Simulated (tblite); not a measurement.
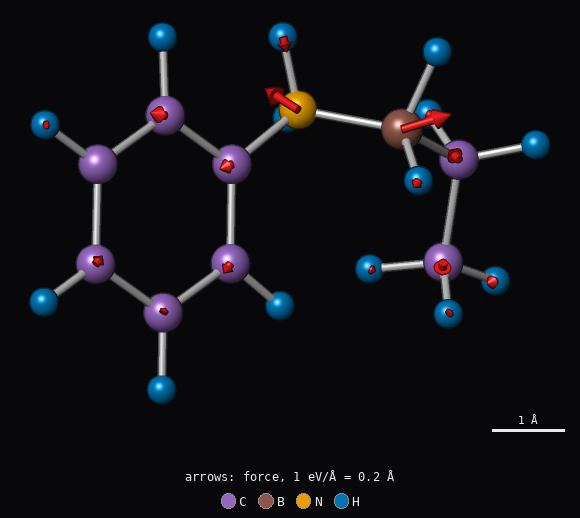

Starting geometry of C8H14BN with the computed forces as red arrows. The picture is a ball-and-stick view, seen from a free direction.

Level of theory: tblite, GFN2-xTB geometry optimisation, gas phase. 

Question: Is this structure relaxed? If not, where do the atoms go?

Answer: It isn't relaxed: the largest force vector, on the B atom, is 3.85 eV/Å. The final displacements have little in common with the starting forces (cosine between the two patterns 0.05). An H atom moves most after the best rigid fit: 1.50 Å. By element the largest moves are H 1.50 Å, C 0.97 Å, N 0.90 Å, B 0.42 Å. Among the contacts that change: B–N 1.492 → 1.682 Å, H–N 1.061 → 1.015 Å, C–H 1.139 → 1.096 Å, C–C 1.499 → 1.531 Å. Among the angles between lasting bonds that change: N–B–H 115.8° → 105.3°, C–B–H 103.6° → 113.2°, C–B–N 112.4° → 104.5°. Groups turn about B–N by about 65°, C–N by about 35°. The energy falls by 18.1 kcal/mol in 204 geometry steps.
